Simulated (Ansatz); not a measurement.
# A hypothetical structure for CaCrGeH

Starting from a made-up structure for CaCrGeH, the aim is the relaxed cell, its shortest contacts and, where a second run follows, its electronic structure.

Calculated with Ansatz 0.2.0; DFT, PBEsol, plane-wave PAW, files of the set soft_1, scalar-relativistic, ferromagnetic start, cell and ions relaxed at zero pressure; PAW set soft_1.

## Step 1: The structure

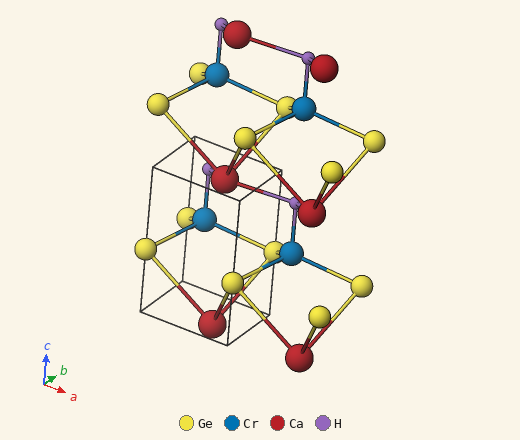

Start, viewed slightly off an axis; germanium yellow, chromium blue, calcium red, hydrogen purple. 2×1×2 cells are drawn. Some periodic images of atoms are drawn too.

## Step 2: Relaxing cell and atoms

The guess takes its coordinates from another compound and its volume from a rule, so the cell and any free coordinates are relaxed together.

input.yaml reads:

```yaml
crystal:
  lattice:
    - [4.071, 0.0, 0.0]
    - [-2.0355, 3.525589419, 0.0]
    - [0.0, 0.0, 4.65]
  atoms:
    - { symbol: Ge, position: [0.0, 0.0, 0.4328] }
    - { symbol: Cr, position: [0.333333333, 0.666666667, 0.5732], spin: 3.0 }
    - { symbol: Ca, position: [0.666666667, 0.333333333, 0.0004] }
    - { symbol: H, position: [0.333333333, 0.666666667, 0.9225] }
magnetization:
  spin_polarized: true
kpoints:
  mp_grid: { grid: [8, 8, 6] }
scf:
  occupations: { method: fermi_dirac, width: 0.05 }
hamiltonian:
  xc: pbesol
  pseudopotentials: { kind: paw, azcp: { folder: soft_1 }, xc_functional: pbe }
relax:
  f_tol: 0.015
  max_steps: 70
  cell: {}
output:
  forces: true
  stress: true
```

Run with:

```console
ansatz run input.yaml --threads 4 --pin off --max-ram 8192MiB --backend cpu --events-out ev --progress --plain --runs-dir out
```

Numbers of over 12 decimals in the logs are rounded to 6 here.

Output:

```text
Engine: ansatz 0.2.0, aarch64-unknown-linux-gnu
Pseudopotentials: kind: paw
Pseudopotential: Ge, paw, valence charge 14, recommended cutoff 420 eV (normal), soft_1/Ge.paw.azcp
Pseudopotential: Cr, paw, valence charge 14, recommended cutoff 420 eV (normal), soft_1/Cr.paw.azcp
Pseudopotential: Ca, paw, valence charge 10, recommended cutoff 420 eV (normal), soft_1/Ca.paw.azcp
Pseudopotential: H, paw, valence charge 1, recommended cutoff 420 eV (normal), soft_1/H.paw.azcp
Functional definition: PBEsol
  exchange = pbesol_x
  correlation = pbesol_c
Crystal: 4 atoms, lattice volume = 66.740 Å³
Basis set: ecut = 420 eV, 1299 PW (Γ), exchange–correlation on 60×60×64 points (8 copies of the dense FFT grid, shifted against one another)
Bands: 26, of which v1, the nominal top of the filled ones, is band 20 counted from 1 (19 counted from 0)
Symmetry: 6 space group operations
Space group: P3m1 (ITA 156), of the structure as read, at distance tolerance 4.1e-5 Å
Magnetic group: BNS 156.49 (UNI 1279), of the structure as read, at distance tolerance 4.1e-5 Å
k-points: 50 of 384 (time reversal used)
Non-local potential: Ge, projectors of the file, l = 0: 2, l = 1: 2, l = 2: 3, l = 3: 1
Non-local potential: Cr, projectors of the file, l = 0: 3, l = 1: 2, l = 2: 3, l = 3: 1
Non-local potential: Ca, projectors of the file, l = 0: 3, l = 1: 2, l = 2: 2
Non-local potential: H, projectors of the file, l = 0: 2, l = 1: 1
PAW form: soft (Blöchl's): semilocal exchange-correlation on the pseudo side does not see the compensation charge
PAW frozen core: Ge, regenerated for the run's functional, and the local potential with it (the file was generated under x = pbe(κ = 0.804, μ = 0.219515), c = pbe(β = 0.066725))
PAW frozen core: Cr, regenerated for the run's functional, and the local potential with it (the file was generated under x = pbe(κ = 0.804, μ = 0.219515), c = pbe(β = 0.066725))
PAW frozen core: Ca, regenerated for the run's functional, and the local potential with it (the file was generated under x = pbe(κ = 0.804, μ = 0.219515), c = pbe(β = 0.066725))
PAW one-centre angular grid: Ge, 590 points (default); XC on 64 Gauss nodes
PAW one-centre angular grid: Cr, 590 points (default); XC on 64 Gauss nodes
PAW one-centre angular grid: Ca, 110 points (default); XC on 64 Gauss nodes
PAW one-centre angular grid: H, 110 points (default); XC on 64 Gauss nodes
Initial density: superposition of atomic densities (chi_scale 0.1, normalization cell, long waves kept (reshape's long-wave potential 0.05 eV rms))
Starting moments: Σ|m| = 3 μB on 1 of 4 sites
Initial wavefunctions: pseudopotential atomic-orbital guess
Functional: x = pbesol(κ = 0.804, μ = 0.123457), c = pbesol(β = 0.046)
SCF iter   1: F=—  HF=-9413.690918 eV  |F-HF|=—  |Δ(HF+E_count)|=         —  Δρ=9.86e-2 (↑9.86e-2 ↓5.85e-2)  dr2=1.96e1  dr2_m=3.14e-1  M=2.914 μB ∫|m|=3.087 μB  β_m=0.30  ethr=3.10e-3  ⟨swp⟩=7.2  Hψ=12983  notcnv=0
Mixer restart at iter 1: flushing history
preconditioner: auto → Kerker (q_TF=auto, 2.495 Å⁻¹)  [metal: Δε(μ)=0.079 eV  Ē_g=16.307 eV  σ=0.050 eV  W_gap=0.37  n_scr=20 (ndim 8)  ℏωp=24.5 eV  f_vac=0.000  D(μ)=1.10/eV (n_scr^D=2)]
spin=Collinear: Kerker preconditioning applied to the charge; magnetization (m = ρ↑ − ρ↓) channel mixes plain (no charge-response kernel on spin).
SCF iter   2: F=—  HF=-9413.068120 eV  |F-HF|=—  |Δ(HF+E_count)|=   6.23e-1  Δρ=3.13e-2 (↑2.43e-2 ↓3.13e-2)  dr2=2.86e0  dr2_m=2.50e-2  M=2.905 μB ∫|m|=3.153 μB  β_m=0.36  ethr=3.10e-3  ⟨swp⟩=3.1  Hψ=6491  notcnv=0  defer=64
SCF iter   3: F=—  HF=-9412.476041 eV  |F-HF|=—  |Δ(HF+E_count)|=   5.92e-1  Δρ=1.61e-2 (↑1.55e-2 ↓1.61e-2)  dr2=4.14e-1  dr2_m=6.60e-2  M=2.929 μB ∫|m|=3.249 μB  β_m=0.68  ethr=3.10e-3  ⟨swp⟩=2.9  Hψ=4460  notcnv=0  defer=64
SCF iter   4: F=—  HF=-9412.480414 eV  |F-HF|=—  |Δ(HF+E_count)|=   4.37e-3  Δρ=1.11e-2 (↑1.11e-2 ↓2.20e-3)  dr2=1.25e-1  dr2_m=1.66e-2  M=2.974 μB ∫|m|=3.438 μB  β_m=0.80  ethr=1.06e-3  ⟨swp⟩=3.0  Hψ=5370  notcnv=0  defer=56
SCF iter   5: F=—  HF=-9412.542252 eV  |F-HF|=—  |Δ(HF+E_count)|=         —  Δρ=9.13e-3 (↑9.13e-3 ↓2.03e-3)  dr2=5.28e-2  dr2_m=1.77e-2  M=2.998 μB ∫|m|=3.558 μB  β_m=0.80  ethr=3.19e-4  ⟨swp⟩=2.4  Hψ=4754  notcnv=0  defer=56
Mixer restart at iter 5: flushing history
SCF iter   6: F=—  HF=-9412.539350 eV  |F-HF|=—  |Δ(HF+E_count)|=   2.90e-3  Δρ=3.95e-3 (↑3.95e-3 ↓1.94e-3)  dr2=1.30e-2  dr2_m=8.13e-4  M=2.995 μB ∫|m|=3.552 μB  β_m=0.69  ethr=1.35e-4  ⟨swp⟩=2.9  Hψ=5782  notcnv=0  defer=59
SCF iter   7: F=—  HF=-9412.537364 eV  |F-HF|=—  |Δ(HF+E_count)|=   1.99e-3  Δρ=1.52e-3 (↑1.52e-3 ↓5.92e-4)  dr2=2.44e-3  dr2_m=5.44e-4  M=2.997 μB ∫|m|=3.570 μB  β_m=0.76  ethr=3.33e-5  ⟨swp⟩=2.1  Hψ=5428  notcnv=0  defer=63
SCF iter   8: F=—  HF=-9412.537005 eV  |F-HF|=—  |Δ(HF+E_count)|=   3.58e-4  Δρ=4.80e-4 (↑4.80e-4 ↓4.09e-4)  dr2=5.18e-4  dr2_m=3.78e-6  M=2.998 μB ∫|m|=3.572 μB  β_m=0.80  ethr=6.26e-6  ⟨swp⟩=2.0  Hψ=3473  notcnv=0  defer=64
SCF iter   9: F=—  HF=-9412.537163 eV  |F-HF|=—  |Δ(HF+E_count)|=   1.58e-4  Δρ=1.95e-4 (↑1.87e-4 ↓1.95e-4)  dr2=1.13e-4  dr2_m=2.99e-7  M=2.998 μB ∫|m|=3.574 μB  β_m=0.79  ethr=1.33e-6  ⟨swp⟩=2.0  Hψ=4052  notcnv=0  defer=63
[...]
relax step   1: F+E_penalty+E_count = -9412.53712722 eV  Δ(F+E_penalty+E_count) = +0.000e0 eV  max|allowed force component| = 1.669e0 eV/Å  Δτ_max = 0.0000 Å  P = +1.369 GPa  Ω = 66.740 Å³  (14 SCF iters, dr2 threshold 1.00e-7 eV, accepted)
[... from here on, the SCF cycles and remarks between the steps are left out ...]
relax step   2: F+E_penalty+E_count = -9412.64932466 eV  Δ(F+E_penalty+E_count) = -1.122e-1 eV  max|allowed force component| = 4.415e-1 eV/Å  Δτ_max = 0.1466 Å  P = -1.005 GPa  Ω = 69.904 Å³  energy of the carried Pulay correction = -7.433e-4 eV  (11 SCF iters, dr2 threshold 4.00e-7 eV, accepted)
relax step   3: F+E_penalty+E_count = -9412.70114705 eV  Δ(F+E_penalty+E_count) = -5.182e-2 eV  max|allowed force component| = 2.830e-1 eV/Å  Δτ_max = 0.1232 Å  P = -1.330 GPa  Ω = 69.623 Å³  energy of the carried Pulay correction = -6.787e-4 eV  (10 SCF iters, dr2 threshold 4.00e-7 eV, accepted)
relax step   4: F+E_penalty+E_count = -9412.74150913 eV  Δ(F+E_penalty+E_count) = -4.036e-2 eV  max|allowed force component| = 3.223e-1 eV/Å  Δτ_max = 0.0631 Å  P = +0.658 GPa  Ω = 66.379 Å³  energy of the carried Pulay correction = +8.699e-5 eV  (9 SCF iters, dr2 threshold 4.00e-7 eV, accepted)
relax step   5: F+E_penalty+E_count = -9412.77748647 eV  Δ(F+E_penalty+E_count) = -3.598e-2 eV  max|allowed force component| = 3.025e-1 eV/Å  Δτ_max = 0.0691 Å  P = +1.202 GPa  Ω = 64.412 Å³  energy of the carried Pulay correction = +5.697e-4 eV  (9 SCF iters, dr2 threshold 4.00e-7 eV, accepted)
relax step   6: F+E_penalty+E_count = -9412.82725949 eV  Δ(F+E_penalty+E_count) = -4.977e-2 eV  max|allowed force component| = 2.710e-1 eV/Å  Δτ_max = 0.1009 Å  P = +0.438 GPa  Ω = 63.214 Å³  energy of the carried Pulay correction = +8.709e-4 eV  (9 SCF iters, dr2 threshold 4.00e-7 eV, accepted)
relax step   7: F+E_penalty+E_count = -9412.82617545 eV  Δ(F+E_penalty+E_count) = +1.084e-3 eV  max|allowed force component| = 2.689e-1 eV/Å  Δτ_max = 0.1910 Å  P = +1.858 GPa  Ω = 61.157 Å³  energy of the carried Pulay correction = +1.401e-3 eV  (10 SCF iters, dr2 threshold 4.00e-7 eV, rejected (line search))
relax step   8: F+E_penalty+E_count = -9412.85170943 eV  Δ(F+E_penalty+E_count) = -2.445e-2 eV  max|allowed force component| = 6.720e-2 eV/Å  Δτ_max = 0.0966 Å  P = +0.132 GPa  Ω = 62.799 Å³  energy of the carried Pulay correction = +9.765e-4 eV  (14 SCF iters, accepted)
relax step   9: F+E_penalty+E_count = -9412.85342123 eV  Δ(F+E_penalty+E_count) = -1.712e-3 eV  max|allowed force component| = 3.585e-3 eV/Å  Δτ_max = 0.0296 Å  P = +0.002 GPa  Ω = 62.811 Å³  energy of the carried Pulay correction = +9.736e-4 eV  (7 SCF iters, dr2 threshold 2.82e-7 eV, accepted)
relax step  10: F+E_penalty+E_count = -9412.85398104 eV  Δ(F+E_penalty+E_count) = -5.598e-4 eV  max|allowed force component| = 3.566e-3 eV/Å  Δτ_max = 0.0000 Å  P = +0.029 GPa  Ω = 62.811 Å³  stress off target by 4.72e-2 GPa  SCF on the basis re-selected at this cell (its energy is not comparable with the rows above)  (11 SCF iters)
basis re-selected at this cell: Δ(F+E_penalty+E_count) = -5.598e-4 eV, ΔP = +0.027 GPa vs the last step (what re-selecting the basis moved, of the pressure what is left beyond the Pulay correction that the steps carried, after the strain that the cell walked since its last selection, with what the two solves' SCF thresholds leave and, on support functions, any second-order correction that the steps lacked; it is no measure of the basis error at this ecutwfc). The dense FFT grid was sized anew with the basis: this SCF ran on 30×30×27 points, the steps before it on 30×30×32, so part of this shift can come from that change (see relax.cell in the input reference). [rest of the remark cut]
SCF converged after 11 iterations
Magnetization: 3.0943 μB (21.0471 up, 17.9529 down)
Absolute magnetization: 3.8075 μB (∫|ρ↑−ρ↓|, with the PAW one-centre terms)
Spin contamination: 0.2385 ħ² per cell (⟨S²⟩ above its minimum at these occupations)
Per-site moments (μB) at R_I (Å): [(-0.134623, 1.027324), (2.447071, 0.803149), (0.013140, 1.027324), (-0.017057, 0.803149)]
Free energy (F): -9412.853981 eV
Harris-Foulkes:  -9412.853981 eV  (|F-HF|=7.28e-12)
Internal energy: -9412.841093 eV  (E = F + TS)
E sigma→0 (E₀):  -9412.847537 eV
Entropy (-TS):   -0.012889 eV (-3.222 meV/atom)
Fermi energy:    10.169996 eV
--- Per-component energies (eV) ---
  E_band       = -490.170266
  E_kinetic    = 663.260763
  E_local      = -4493.697593  (includes V_loc(G=0)·N_el)
  E_nonlocal   = 359.394573
  E_hartree    = 2000.529013
  E_xc         = -321.308678
  E_vxc        = -381.323890  (∫ρ·V_xc dr)
  E_paw        = -4010.636483  (= ΣΔE_a)
  E_vpaw       = -638.862193  (= ΣTr[D̂ρ^β])
  E_aug_tail   = 0.000183  (compensation charges beyond the density's cutoff)
  E_ewald      = -3611.579603
  E_core_change = 1.196732  (= ΣΔE_core)
  E_smearing   = -0.012889  (= −TS)
  E_closure    = -0.000000  (closes the sum)
  Σ components = -9412.853981   (vs F -9412.853981, Δ=0.00e0)
--- Forces (eV/Å), atoms counted from 1 ---
  atom   1  Ge    -0.00000000     0.00000000    -0.00069371
  atom   2  Cr    -0.00000000     0.00000000    -0.00209949
  atom   3  Ca     0.00000000    -0.00000000    -0.00077291
  atom   4  H      0.00000000     0.00000000     0.00356615
  max |Σ_I F_I| component: 3.27e-8 eV/Å
--- Stress (GPa, compression-positive) ---
        0.047241       0.000000      -0.000000
        0.000000       0.047241       0.000000
       -0.000000       0.000000      -0.007323
  P = ⅓ Tr σ = 0.0291 GPa (0.291 kbar)
--- Relaxed structure (9 steps of the walk, 8 accepted, 1 SCFs on fresh bases) ---
  F+E_penalty+E_count = -9412.85398104 eV   max|allowed force component| = 3.566e-3 eV/Å   (the final SCF, on the basis selected at the relaxed cell)
  cell:  # Å, volume = 62.8106 Å³
    - [4.313643, 8.979601365280798e-18, -4.6178860759269637e-17]
    - [-2.156822, 3.735725, 2.3089430379634818e-17]
    - [-5.2746672199633897e-17, 0, 3.897747]
  atoms:
    - { symbol: Ge, position: [-2.147717694660319e-17, -9.251858542851205e-18, 0.482309] }
    - { symbol: Cr, position: [0.333333, 0.666667, 0.482370] }
    - { symbol: Ca, position: [0.666667, 0.333333, -0.017676] }
    - { symbol: H, position: [0.333333, 0.666667, 0.981897] }
```

The job ended after 49 s (4 threads of Arm Neoverse V2, shared host; peak memory 0.55 GiB; 3.1 min of CPU time).

Step by step:

```
step  energy less that of the first step (eV)  largest force component (eV/Å)  pressure (GPa)  volume (Å³)
   1                                   0.0000                          1.6693            1.37        66.74
   2                                  -0.1122                          0.4415           -1.00        69.90
   3                                  -0.1640                          0.2830           -1.33        69.62
   4                                  -0.2044                          0.3223            0.66        66.38
   5                                  -0.2404                          0.3025            1.20        64.41
   6                                  -0.2901                          0.2710            0.44        63.21
   7                                  -0.2890                          0.2689            1.86        61.16
   8                                  -0.3146                          0.0672            0.13        62.80
   9                                  -0.3163                          0.0036            0.00        62.81
 10*                                  -0.3169                          0.0036            0.03        62.81
```

Relaxation steps marked * repeat the geometry before them on a plane-wave basis chosen anew for their cell, so energy and pressure can jump there. Relaxation step 7 was tried and not accepted.

The run keeps the 6 symmetry operations that it works with, so distortions that break them were not tested.

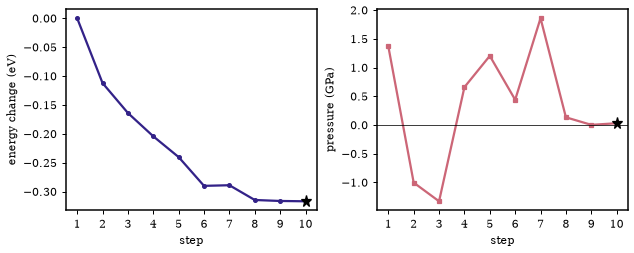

Energy and pressure along the relaxation. Stars mark steps on a basis chosen anew.

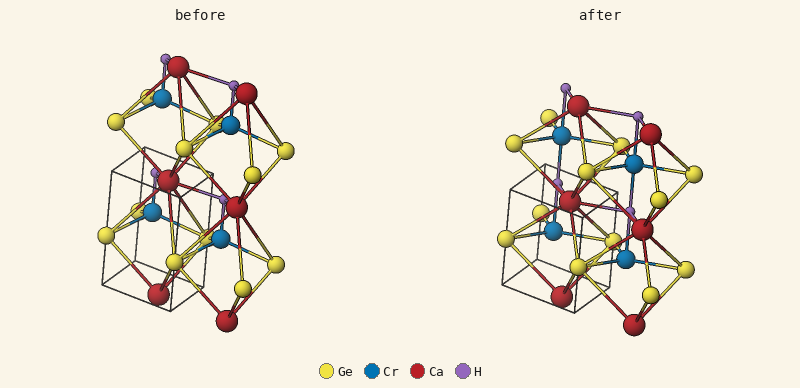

The structure before and after the relaxation, drawn at the same scale.

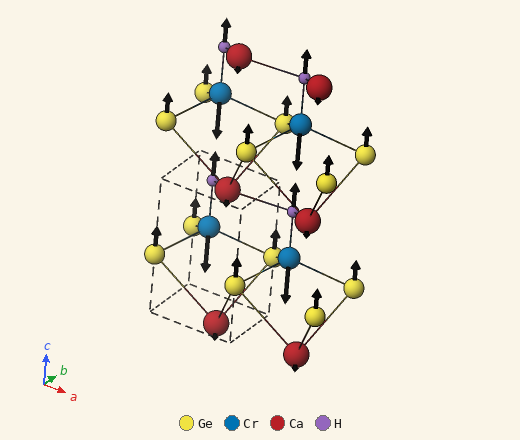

Displacements in the relaxation, exaggerated, measured against the changing cell; the longest in the cell stands for 0.35 Å. 2×1×2 cells are drawn. Some periodic images of atoms are drawn too.

```
     cell as run  before  after   change
           a (Å)   4.071  4.314   +6.0 %
           b (Å)   4.071  4.314   +6.0 %
           c (Å)   4.650  3.898  -16.2 %
volume (Å³/atom)   16.68  15.70   -5.9 %
```

The atoms that moved most (Å, as changes of fractional coordinates times the final cell):

```
atom     dx     dy      dz  length
 Cr2  0.000  0.000  -0.354   0.354
  H4  0.000  0.000   0.232   0.232
 Ge1  0.000  0.000   0.193   0.193
 Ca3  0.000  0.000  -0.070   0.070
```

Final coordinates:

```xyz
4
Lattice="4.3136 0.0000 0.0000 -2.1568 3.7357 0.0000 0.0000 0.0000 3.8977" Properties=species:S:1:pos:R:3 pbc="T T T"
Ge    0.0000    0.0000    1.8799
Cr    0.0000    2.4905    1.8802
Ca    2.1568    1.2452   -0.0689
H     0.0000    2.4905    3.8272
```

Numbers from this step:

```
free energy             : -9412.8540 eV
energy at zero smearing : -9412.8475 eV
smearing term TS        : 0.01289 eV
Fermi energy            : 10.17 eV
magnetization           : 3.094 μB
absolute magnetization  : 3.807 μB
site moments            : -0.1346, 2.447, 0.01314, -0.01706 μB
electrons               : 39
symmetry operations     : 6
pressure                : 0.02905 GPa
```

Site moment by atom:

```
atom  site moment (μB)
 Ge1             -0.13
 Cr2              2.45
 Ca3              0.01
  H4             -0.02
```

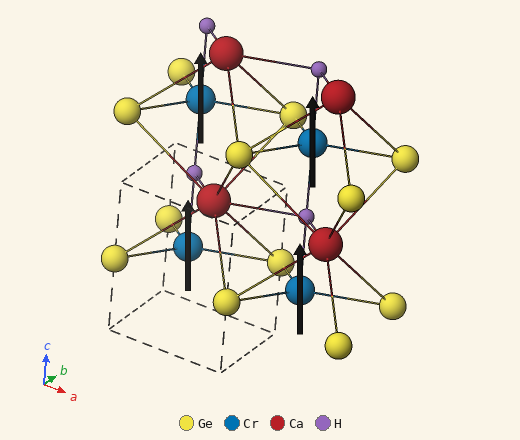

Site moment as arrows, the longest 2.45 μB. Up and down stand for the sign. Arrows give size and sign along the axis of quantisation, drawn up and down the page. 2×1×2 cells are drawn. Some periodic images of atoms are drawn too.

Shortest distances by pair of elements, guess and relaxed (not always the same contact):

```
 pair  guess (Å)  relaxed (Å)
 Cr–H      1.624        1.947
Cr–Ge      2.439        2.490
 Ca–H      2.378        2.490
 Ge–H      3.273        3.161
Ca–Cr      3.077        3.162
```

The relaxation ends with a largest force component of 0.0036 eV/Å and a pressure of 0.03 GPa.

## Step 3: What came out

| Property | Result |
| --- | --- |
| space group, relaxed | P-6m2 |
| conventional cell | a = 4.314, b = 4.314, c = 3.898 Å; α = 90.0°, β = 90.0°, γ = 120.0° |
| volume per atom | 15.70 Å³ (guess 16.68) |
| total moment | 3.09 μB in the cell of 4 atoms |

What this shows: CaCrGeH relaxes to P-6m2 with a = 4.314, b = 4.314 and c = 3.898 Å. The guessed volume was 6 % too large. The symmetry rose from P3m1 to P-6m2, so the distortion of the structure type doesn't survive with these elements. The input starts from parallel moments, and no other start was typed. Mesh and cutoff weren't tested. A vector of the cell changed its length by 16 %, more than the volume shows. No dispersion term is used, so weakly bound directions may come out too long. Nothing here tests whether the compound is stable against decomposition.

[Logs are printed without paths, hosts, clocks, repeated set-up lines and the standing remarks that a program may print on its own settings, such as how far it seeks lower states.]

[Hosts, paths, dates, database ids (printed as entryN), source tags and the programs' standing remarks are cut or masked in the printed files.]
